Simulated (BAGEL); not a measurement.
**UHF/6-31G(d) (density fitting with qzvpp-jkfit, spherical functions) run of CH4GaO (SMILES C[O][GaH])**

What is the vertical ionisation energy of CH4GaO at UHF/6-31G* (density fitting with qzvpp-jkfit, spherical functions)? 

The calculation is run with BAGEL 1.2.2.

5 further runs of the same task are left out: 5 that didn't finish. Runs told in other sessions of the task aren't counted.

### Step 1. The structure to begin with

CH4GaO: 7 atoms, total charge 0, spin state doublet. SMILES: `C[O][GaH]`. The shape is that of a PBE0-D4/def2-TZVP optimisation. This is one conformer, not always the lowest.

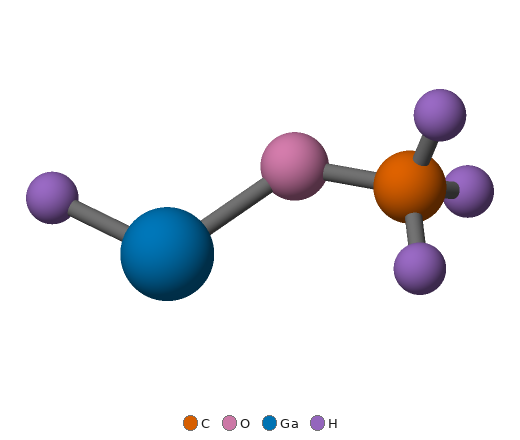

Viewed from a chosen angle; carbon orange, oxygen pink, gallium blue, hydrogen purple.

### Step 2. The energy at UHF/6-31G(d) (density fitting with qzvpp-jkfit, spherical functions)

File calc.json:

```json
{ "bagel": [

{
  "title": "molecule",
  "basis": "6-31gs.json",
  "df_basis": "qzvpp-jkfit",
  "angstrom": true,
  "geometry": [
    { "atom": "C", "xyz": [   -0.579900,    0.843500,   -0.069000 ] },
    { "atom": "O", "xyz": [    0.330900,   -0.104600,    0.414200 ] },
    { "atom": "Ga", "xyz": [    0.839900,   -1.651900,   -0.329800 ] },
    { "atom": "H", "xyz": [   -1.018700,    0.567700,   -1.036200 ] },
    { "atom": "H", "xyz": [   -0.081800,    1.811900,   -0.190000 ] },
    { "atom": "H", "xyz": [   -1.399300,    0.973100,    0.646800 ] },
    { "atom": "H", "xyz": [    1.908900,   -2.439800,    0.564100 ] }
  ]
},
{ "title": "uhf", "nopen": 1 },
{ "title": "print", "file": "orbitals.molden", "orbitals": true }

]}
```

The basis set 6-31G* is read from a file made from the Basis Set Exchange's data (not shown).

On the command line:

```
BAGEL_NUM_THREADS=1 BAGEL calc.json > calc.out
```

The program printed:

```text
* using 1 threads per process

  ===============================================================
  ===============================================================

  *** Geometry ***

  { "atom" : "C", "xyz" : [     -1.095852,      1.593984,     -0.130391 ] },
  { "atom" : "O", "xyz" : [      0.625310,     -0.197665,      0.782725 ] },
  { "atom" : "Ga", "xyz" : [      1.587181,     -3.121639,     -0.623232 ] },
  { "atom" : "H", "xyz" : [     -1.925064,      1.072798,     -1.958134 ] },
  { "atom" : "H", "xyz" : [     -0.154580,      3.423995,     -0.359048 ] },
  { "atom" : "H", "xyz" : [     -2.644294,      1.838892,      1.222275 ] },
  { "atom" : "H", "xyz" : [      3.607298,     -4.610554,      1.065995 ] },

  Number of auxiliary basis functions:      490

  Since a DF basis is specified, we compute 2- and 3-index integrals:
    o Being stored without compression. Storage requirement is 0.018 GB

  Number of basis functions:       68
  Number of electrons      :       49

    * METHOD: MOLECULE                             0.28

  *** Open-shell HF ***

  === Nuclear Repulsion ===
   168.8002455668

      * DIIS with orbital gradients will be used.

  === UHF iteration (6-31gs.json) ===
      0      -2037.78888256          0.04366573           0.12
      1      -2037.87525964          0.03823457           0.12
      2      -2037.92633102          0.02887305           0.12
      3      -2037.99305256          0.00154045           0.12
      4      -2037.99397732          0.00068510           0.13
      5      -2037.99415824          0.00027965           0.13
      6      -2037.99422852          0.00012854           0.12
      7      -2037.99424508          0.00006767           0.13
      8      -2037.99425233          0.00002473           0.13
      9      -2037.99425438          0.00001509           0.13
     10      -2037.99425493          0.00000789           0.13
     11      -2037.99425509          0.00000227           0.13
     12      -2037.99425510          0.00000120           0.13
     13      -2037.99425510          0.00000062           0.13
     14      -2037.99425510          0.00000035           0.13
     15      -2037.99425511          0.00000019           0.13
     16      -2037.99425511          0.00000010           0.13
     17      -2037.99425511          0.00000007           0.13
     18      -2037.99425511          0.00000003           0.13
     19      -2037.99425511          0.00000002           0.12
     20      -2037.99425511          0.00000001           0.12
     21      -2037.99425511          0.00000001           0.12
    * SCF iteration converged.

    * S^2 (UHF) is 0.7601

    * Permanent dipole moment:
           (    0.245375,     0.183431,     0.567873) a.u.

    * METHOD: UHF                                  3.00

    * METHOD: PRINT                                0.01

  ===============================================================
```

Wall time 3.6 s (1 thread of Arm Neoverse V1, shared host); peak memory 0.1 GiB.

### Step 3. The singlet cation

File input.json:

```json
{ "bagel": [

{
  "title": "molecule",
  "basis": "6-31gs.json",
  "df_basis": "qzvpp-jkfit",
  "angstrom": "true",
  "geometry": [
    { "atom": "C", "xyz": [      -0.579900,       0.843500,      -0.069000 ] },
    { "atom": "O", "xyz": [       0.330900,      -0.104600,       0.414200 ] },
    { "atom": "Ga", "xyz": [       0.839900,      -1.651900,      -0.329800 ] },
    { "atom": "H", "xyz": [      -1.018700,       0.567700,      -1.036200 ] },
    { "atom": "H", "xyz": [      -0.081800,       1.811900,      -0.190000 ] },
    { "atom": "H", "xyz": [      -1.399300,       0.973100,       0.646800 ] },
    { "atom": "H", "xyz": [       1.908900,      -2.439800,       0.564100 ] }
  ]
},

{ "title": "hf", "charge": 1 },

{ "title": "print", "file": "orbitals.molden", "orbitals": "true" }

]}
```

The basis set 6-31G* is read from a file made from the Basis Set Exchange's data (not shown).

On the command line:

```
BAGEL_NUM_THREADS=1 BAGEL input.json > input.out
```

The program printed:

```text
* using 1 threads per process

  ===============================================================
  ===============================================================

  *** Geometry ***

  { "atom" : "C", "xyz" : [     -1.095852,      1.593984,     -0.130391 ] },
  { "atom" : "O", "xyz" : [      0.625310,     -0.197665,      0.782725 ] },
  { "atom" : "Ga", "xyz" : [      1.587181,     -3.121639,     -0.623232 ] },
  { "atom" : "H", "xyz" : [     -1.925064,      1.072798,     -1.958134 ] },
  { "atom" : "H", "xyz" : [     -0.154580,      3.423995,     -0.359048 ] },
  { "atom" : "H", "xyz" : [     -2.644294,      1.838892,      1.222275 ] },
  { "atom" : "H", "xyz" : [      3.607298,     -4.610554,      1.065995 ] },

  Number of auxiliary basis functions:      490

  Since a DF basis is specified, we compute 2- and 3-index integrals:
    o Being stored without compression. Storage requirement is 0.018 GB

  Number of basis functions:       68
  Number of electrons      :       49

    * METHOD: MOLECULE                             0.24

  *** RHF ***

  === Nuclear Repulsion ===
   168.8002455668

      * DIIS with orbital gradients will be used.

  === RHF iteration (6-31gs.json) ===
      0      -2037.49894284          0.02261807           0.05
      1      -2037.53497342          0.02415531           0.05
      2      -2037.69791083          0.00191058           0.05
      3      -2037.70022330          0.00060880           0.05
      4      -2037.70040416          0.00026307           0.05
      5      -2037.70044993          0.00008800           0.05
      6      -2037.70046062          0.00003308           0.05
      7      -2037.70046225          0.00001413           0.05
      8      -2037.70046255          0.00000873           0.05
      9      -2037.70046265          0.00000360           0.05
     10      -2037.70046266          0.00000149           0.05
     11      -2037.70046266          0.00000075           0.05
     12      -2037.70046266          0.00000030           0.05
     13      -2037.70046266          0.00000009           0.05
     14      -2037.70046266          0.00000005           0.05
     15      -2037.70046266          0.00000002           0.05
     16      -2037.70046266          0.00000001           0.05
    * SCF iteration converged.

    * Permanent dipole moment:
           (    0.007014,     1.248174,     1.256029) a.u.

    * METHOD: HF                                   1.03

    * METHOD: PRINT                                0.01

  ===============================================================
```

Wall time 1.4 s (1 thread of Arm Neoverse V1, shared host); peak memory 0.1 GiB.

### Step 4. Results

At UHF/6-31G* (density fitting with qzvpp-jkfit, spherical functions):

| quantity | value |
| --- | --- |
| doublet CH4GaO: total energy | -2037.99426 Eh |
| doublet CH4GaO: dipole moment | 1.64 D |
| doublet CH4GaO: ⟨S²⟩ | 0.760 |
| singlet cation: total energy | -2037.70046 Eh |
| singlet cation: HOMO energy | -17.25 eV |
| singlet cation: LUMO energy | -7.36 eV |
| singlet cation: HOMO–LUMO gap | 9.89 eV |
| vertical ionisation energy (to the singlet cation) | 7.994 eV |

**Reading.** Removing an electron at fixed nuclei costs 7.99 eV (184 kcal/mol).
